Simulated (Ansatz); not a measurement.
System: Sc$_{3}$C.

Input

```
crystal:
  lattice:
    - [4.000187807, 0.0, 0.0]
    - [0.0, 4.000187807, 0.0]
    - [0.0, 0.0, 4.000187807]
  atoms:
    - { symbol: Sc, position: [0.0, 0.5, 0.5] }
    - { symbol: Sc, position: [0.5, 0.0, 0.5] }
    - { symbol: Sc, position: [0.5, 0.5, 0.0] }
    - { symbol: C, position: [0.0, 0.0, 0.0] }
basis:
  ecutwfc: 420
kpoints:
  mp_grid: { grid: [12, 12, 12] }
hamiltonian:
  xc: pbe
scf:
  occupations: { method: gaussian, width: 0.1 }
output:
  forces: true
  stress: true
  eigenvalues: true
  write_density: true
  write_potential: true
  elf: true
  volumetric_format: npy
relax:
  adjacent_minimum: "off"
  f_tol: 0.01
  max_steps: 80
  cell: { stress_tol: 0.05 }
```

Run with:

```sh
ansatz run input.yaml --threads 1 --pin off --max-ram 2560MiB --backend cpu --events-out ev --progress --plain --runs-dir out
```

Below, planes, directions and counts refer to the conventional cell (a = 4.01 Å, b = 4.01 Å, c = 4.01 Å, α = 90.00°, β = 90.00°, γ = 90.00°).

The fields are those of the run's last geometry, not of the input's.

Space group Pm-3m; started from the Cu3Au (L1_2)_221 prototype, which need not be the ambient phase; computed without spin polarisation.

These are results of DFT PBE, scalar-relativistic, plane waves, PAW (Ansatz), not measurements.

What will maps of the valence pseudo-density and electron localisation function show?

Sc–C (2.84 Å): ρ is about 0.17 e/Å³ halfway; the ELF peaks at about 0.80 in the valence shell of C, 0.8 Å from its nucleus, and is about 0.25 at the midpoint.

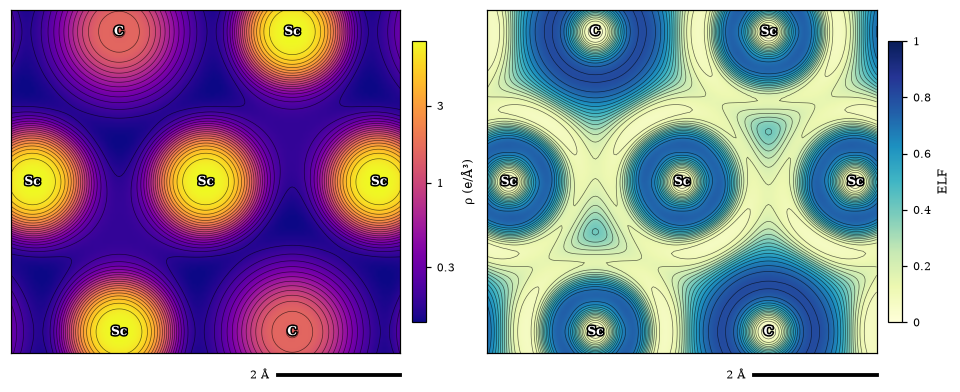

Computed valence pseudo-density and electron localisation function on the (111) plane of the conventional cell, in this order. 
